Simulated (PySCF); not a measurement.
# Pb²⁺: dipole response in aug-cc-pwCVTZ-PP with ECP60

How polarisable is Pb²⁺ at the levels listed below?

The numbers are computed with PySCF 2.14.0 (unrestricted determinants in a Gaussian basis, no spin-orbit coupling in the energies), except any that are marked as measured or tabulated.

### Step 1. The system

- Element: lead (Z = 82)
- Basis: aug-cc-pwCVTZ-PP with ECP60MDF
- Hamiltonian: scalar relativity through the core potential
- State 1: Pb²⁺: [Xe] 4f14 5d10 6s2, closed-shell 1S
- Methods: UHF, PBE, PBE0, TPSSh

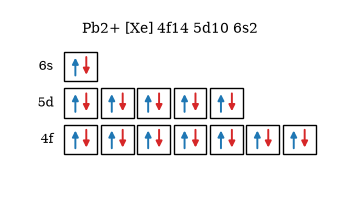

Occupation of the outer shells (arrows by Hund's rule).

One driver process ran all states and methods and kept the integrals in memory. Each run is shown as a PySCF script that sums up its settings (the driver passes frozen orbitals as a list and adds second-order terms of double hybrids); the logs are those of the runs themselves. The driver starts from symmetry-adapted Hartree-Fock orbitals, holds the occupation by maximum overlap and uses a logarithmic radial grid for functionals, so a plain start would take other cycles.

The integrals over 96 functions and the set-up took 1.9 s of CPU time.

### Step 2. Pb²⁺

**UHF**

The input, input.py:

```python
from pyscf import gto, scf, dft, mp, cc
import basis_set_exchange as bse
txt = bse.get_basis("aug-cc-pwCVTZ-PP", elements=["Pb"], fmt="nwchem", header=False)
cut = txt.index("\nECP")
mol = gto.M(atom="Pb 0 0 0", charge=2, spin=0, symmetry="D2h",
            basis=gto.basis.parse(txt[:cut]),
            ecp={"Pb": gto.basis.parse_ecp(txt[cut:])})
mf = scf.UHF(mol)
mf.irrep_nelec = {'Ag': (4, 4), 'B1g': (1, 1), 'B2g': (1, 1), 'B3g': (1, 1), 'B1u': (1, 1), 'B2u': (1, 1), 'B3u': (1, 1)}
mf.kernel()
```

Log:

```text
damping factor = 0
level_shift factor = 0
DIIS = <class 'pyscf.scf.diis.CDIIS'>
diis_start_cycle = 1
diis_space = 10
diis_damp = 0
SCF conv_tol = 1e-09
SCF conv_tol_grad = None
number electrons alpha = 10  beta = 10
cycle= 1 E= -191.109435852585  delta_E= -3.54e-11  |g|= 1.44e-06  |ddm|= 3.59e-05
converged SCF energy = -191.109435852585  <S^2> = -2.8421709e-14  2S+1 = 1
```

CPU time 9.7 s on a shared host, the integrals not counted.

The occupied shells:

| shell | electrons | mean orbital energy (eV) | spread (eV) | rms radius (bohr) |
| --- | --- | --- | --- | --- |
| 5s | 2 | -184.73 | 0 | 0.925 |
| 5p | 6 | -121.67 | 0 | 1.05 |
| 5d | 10 | -45.917 | 0 | 1.38 |
| 6s | 2 | -30.101 | 0 | 2.37 |

⟨S²⟩ = 0.000, ⟨L²⟩ = 0.00.

The driver then solved the coupled dipole response at imaginary frequencies: mean α = 15.60 bohr³, C₆ = 108.0 au for a like pair.

Energies and moments cover only the electrons outside the core potential. The p, d and f levels are scalar averages; spin-orbit coupling splits them strongly at this Z.

**PBE**

Changes to input.py:

```diff
@@ -7,3 +7,3 @@
             ecp={"Pb": gto.basis.parse_ecp(txt[cut:])})
-mf = scf.UHF(mol)
+mf = dft.UKS(mol, xc="PBE")
 mf.irrep_nelec = {'Ag': (4, 4), 'B1g': (1, 1), 'B2g': (1, 1), 'B3g': (1, 1), 'B1u': (1, 1), 'B2u': (1, 1), 'B3u': (1, 1)}
```

Log:

```text
damping factor = 0
level_shift factor = 0
DIIS = <class 'pyscf.scf.diis.CDIIS'>
diis_start_cycle = 1
diis_space = 10
diis_damp = 0
SCF conv_tol = 1e-09
SCF conv_tol_grad = None
number electrons alpha = 10  beta = 10
XC functionals = PBE
    J. P. Perdew, K. Burke, and M. Ernzerhof.,  Phys. Rev. Lett. 77, 3865 (1996)
    J. P. Perdew, K. Burke, and M. Ernzerhof.,  Phys. Rev. Lett. 78, 1396 (1997)
    J. P. Perdew, K. Burke, and M. Ernzerhof.,  Phys. Rev. Lett. 77, 3865 (1996)
    J. P. Perdew, K. Burke, and M. Ernzerhof.,  Phys. Rev. Lett. 78, 1396 (1997)
cycle= 1 E= -192.106073908183  delta_E= -0.0118  |g|= 0.0248  |ddm|= 0.444
cycle= 2 E= -192.106102139596  delta_E= -2.82e-05  |g|= 0.0221  |ddm|= 0.057
cycle= 3 E= -192.10620163646  delta_E= -9.95e-05  |g|= 0.000106  |ddm|= 0.0283
cycle= 4 E= -192.106201639614  delta_E= -3.15e-09  |g|= 1.39e-05  |ddm|= 0.000187
cycle= 5 E= -192.106201639665  delta_E= -5.14e-11  |g|= 1.15e-07  |ddm|= 2.31e-05
converged SCF energy = -192.106201639665  <S^2> = -2.4868996e-14  2S+1 = 1
```

CPU time 16 s on a shared host, the integrals not counted.

The driver then solved the coupled dipole response at imaginary frequencies: mean α = 13.33 bohr³, C₆ = 92.56 au for a like pair.

**PBE0**

Changes to input.py:

```diff
@@ -7,3 +7,3 @@
             ecp={"Pb": gto.basis.parse_ecp(txt[cut:])})
-mf = dft.UKS(mol, xc="PBE")
+mf = dft.UKS(mol, xc="PBE0")
 mf.irrep_nelec = {'Ag': (4, 4), 'B1g': (1, 1), 'B2g': (1, 1), 'B3g': (1, 1), 'B1u': (1, 1), 'B2u': (1, 1), 'B3u': (1, 1)}
```

Log:

```text
damping factor = 0
level_shift factor = 0
DIIS = <class 'pyscf.scf.diis.CDIIS'>
diis_start_cycle = 1
diis_space = 10
diis_damp = 0
SCF conv_tol = 1e-09
SCF conv_tol_grad = None
number electrons alpha = 10  beta = 10
XC functionals = PBE0
    C. Adamo and V. Barone.,  J. Chem. Phys. 110, 6158 (1999)
    M. Ernzerhof and G. E. Scuseria.,  J. Chem. Phys. 110, 5029 (1999)
cycle= 1 E= -192.075393003862  delta_E= -0.0068  |g|= 0.0134  |ddm|= 0.32
cycle= 2 E= -192.075429932508  delta_E= -3.69e-05  |g|= 0.00699  |ddm|= 0.0465
cycle= 3 E= -192.075439548906  delta_E= -9.62e-06  |g|= 0.00125  |ddm|= 0.0101
cycle= 4 E= -192.07543985206  delta_E= -3.03e-07  |g|= 5.22e-06  |ddm|= 0.0023
cycle= 5 E= -192.075439852073  delta_E= -1.37e-11  |g|= 3.18e-07  |ddm|= 2.04e-05
converged SCF energy = -192.075439852073  <S^2> = -3.0198066e-14  2S+1 = 1
```

CPU time 24 s on a shared host, the integrals not counted.

The driver then solved the coupled dipole response at imaginary frequencies: mean α = 13.77 bohr³, C₆ = 95.43 au for a like pair.

**TPSSh**

Changes to input.py:

```diff
@@ -7,3 +7,3 @@
             ecp={"Pb": gto.basis.parse_ecp(txt[cut:])})
-mf = dft.UKS(mol, xc="PBE0")
+mf = dft.UKS(mol, xc="TPSSH")
 mf.irrep_nelec = {'Ag': (4, 4), 'B1g': (1, 1), 'B2g': (1, 1), 'B3g': (1, 1), 'B1u': (1, 1), 'B2u': (1, 1), 'B3u': (1, 1)}
```

Log:

```text
damping factor = 0
level_shift factor = 0
DIIS = <class 'pyscf.scf.diis.CDIIS'>
diis_start_cycle = 1
diis_space = 10
diis_damp = 0
SCF conv_tol = 1e-09
SCF conv_tol_grad = None
number electrons alpha = 10  beta = 10
XC functionals = TPSSH
    V. N. Staroverov, G. E. Scuseria, J. Tao, and J. P. Perdew.,  J. Chem. Phys. 119, 12129 (2003)
cycle= 1 E= -192.019483276255  delta_E= -0.00891  |g|= 0.0214  |ddm|= 0.408
cycle= 2 E= -192.019520424178  delta_E= -3.71e-05  |g|= 0.0158  |ddm|= 0.0584
cycle= 3 E= -192.019570237098  delta_E= -4.98e-05  |g|= 0.00068  |ddm|= 0.0216
cycle= 4 E= -192.019570324438  delta_E= -8.73e-08  |g|= 2.91e-06  |ddm|= 0.00111
cycle= 5 E= -192.01957032444  delta_E= -2.19e-12  |g|= 1.68e-07  |ddm|= 5.52e-06
converged SCF energy = -192.01957032444  <S^2> = -2.4868996e-14  2S+1 = 1
```

CPU time 62 s on a shared host, the integrals not counted.

The driver then solved the coupled dipole response at imaginary frequencies: mean α = 13.81 bohr³, C₆ = 96.51 au for a like pair.

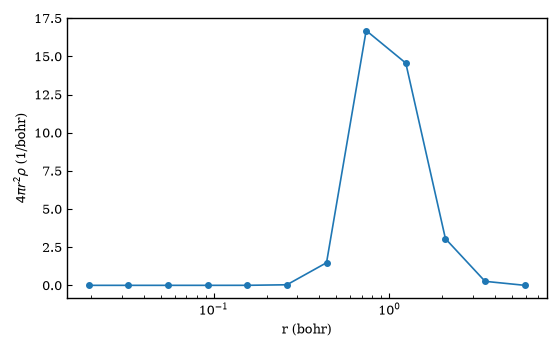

Radial density 4πr²ρ of Pb²⁺ at UHF, the electrons outside the core potential, at 12 stored radii joined by straight lines.

### Step 3. The response side by side

Pb²⁺, in atomic units:

| method | mean α | C₆ (like pair) | S(−4) |
| --- | --- | --- | --- |
| UHF | 15.60 | 108.0 | 74.68 |
| PBE | 13.33 | 92.56 | 47.72 |
| PBE0 | 13.77 | 95.43 | 52.52 |
| TPSSh | 13.81 | 96.51 | 51.94 |

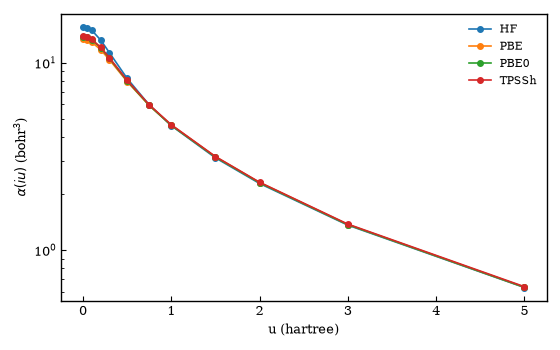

α(iu) of Pb²⁺, the polarisability at imaginary frequency, on a logarithmic scale.

### Step 4. Results

| quantity | value |
| --- | --- |
| α of Pb²⁺ | 13.33 (PBE) to 15.60 (UHF) bohr³ |

A single London oscillator with the computed α and C₆ of Pb²⁺ at UHF would have ω = 4 C₆ / (3 α²) = 0.592 hartree. All values hold for this basis alone; no basis-set limit was taken.
